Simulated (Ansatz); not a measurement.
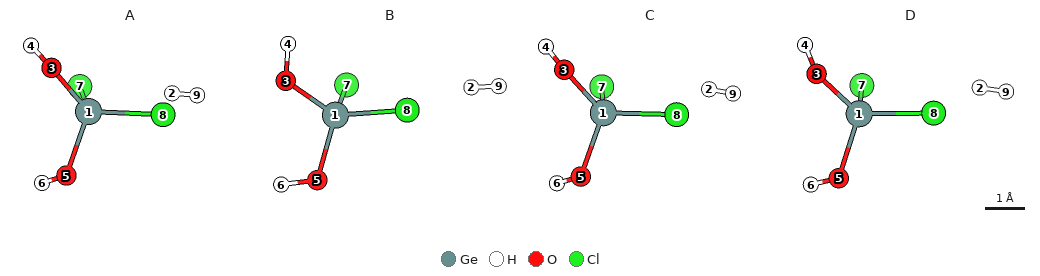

4 geometries from one relaxation of GeH$_{4}$O$_{2}$Cl$_{2}$, in shuffled order. The picture is a ball-and-stick view, seen at a tilt.

The run prepares an end point of a later path (reaction) calculation, from a guessed geometry.

All numbers below come from RKS B3LYP/def2-SVP (Ansatz). (no spin polarisation; force threshold 0.03 eV/Å; at most 50 steps)

> Put them in the order of the run, from the start to the converged end.

A, C, D, B. They are steps 0, 3, 5, 15, at +11.0 kcal/mol, +2.65 kcal/mol, +1.30 kcal/mol relative to the last. Over 13 accepted moves (15 points after the start) the energy falls by 11.0 kcal/mol. The largest force component goes from 1.3 to 0.03 eV/Å. The line search rejected the trial steps at points 7, 12 of the run. The forces were under the threshold at step 11, but the run went on from there. The largest move after the best rigid fit is that of H9, 1.43 Å. By element the largest moves are H 1.43 Å, O 0.75 Å, Cl 0.45 Å, Ge 0.37 Å. Some distances before and after: Ge1–Cl8 2.192 → 2.145 Å, H2–H9 0.717 → 0.761 Å, Ge1–Cl7 2.178 → 2.166 Å, Ge1–O5 1.763 → 1.754 Å. Bond angles that change, for instance: Cl7–Ge1–Cl8 122.9° → 108.1°, O3–Ge1–Cl8 105.0° → 112.9°, O3–Ge1–O5 114.1° → 107.2°. Groups turn about Ge1–O3 by about 60°, Ge1–O5 by about 50°. The run took 29 s on 4 threads of AMD EPYC 7B13 (Zen 3), on a shared host, peak memory 0.32 GiB.

Limits of the set-up: the start holds two separate molecules, 2.4 Å apart at their closest, whose relative position is a soft coordinate and is computed without a dispersion correction.
